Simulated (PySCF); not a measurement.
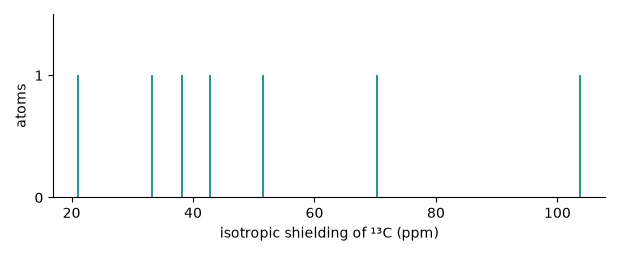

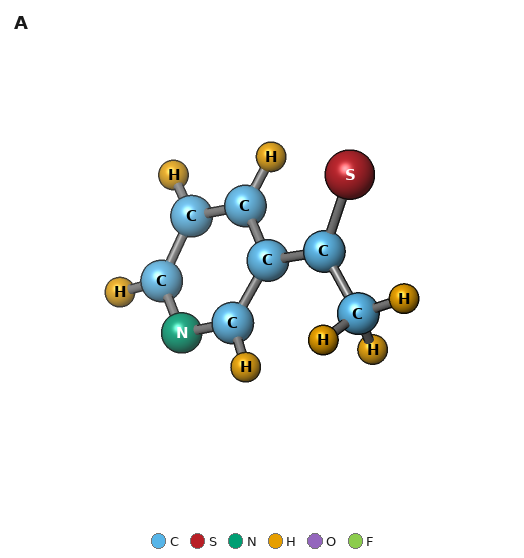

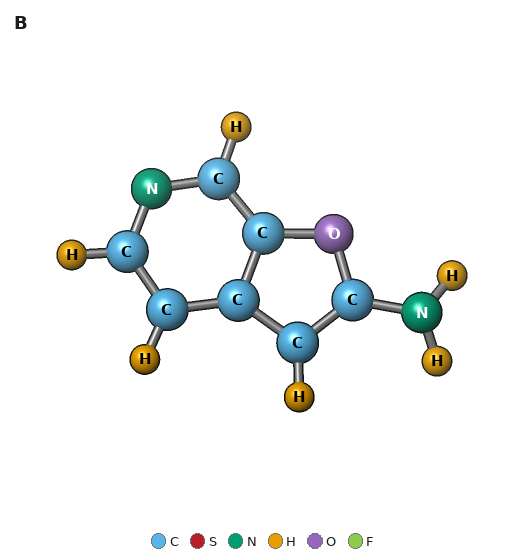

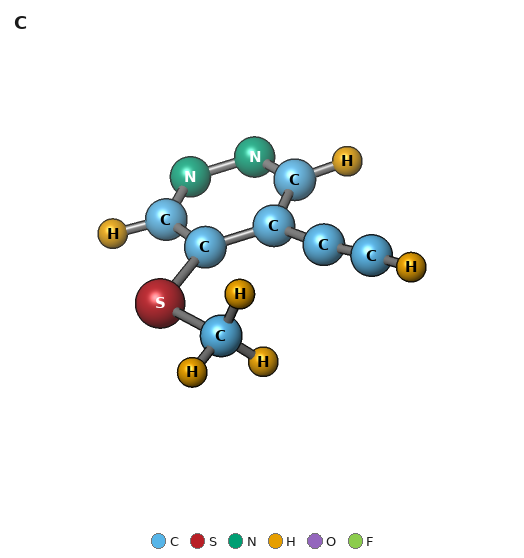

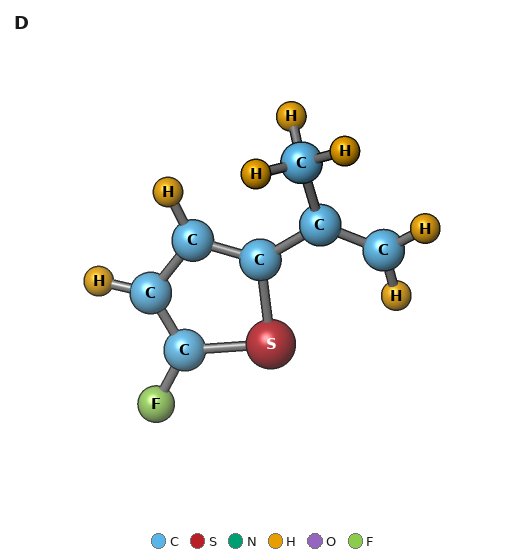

The sticks are computed shieldings of one of the molecules, for one fixed geometry (GFN2-xTB) without averaging over rotations. Low shielding means a high chemical shift. Method: GIAO PBE0/pcSseg-1 NMR shielding, non-relativistic, gas phase (PySCF 2.14.0).

Question: Match the spectrum to a structure.

Answer: B, `Nc1cc2ccncc2o1`. Its 7 C atoms give lines at 21.1, 33.3, 38.3, 42.8, 51.6, 70.2, 103.7 ppm.
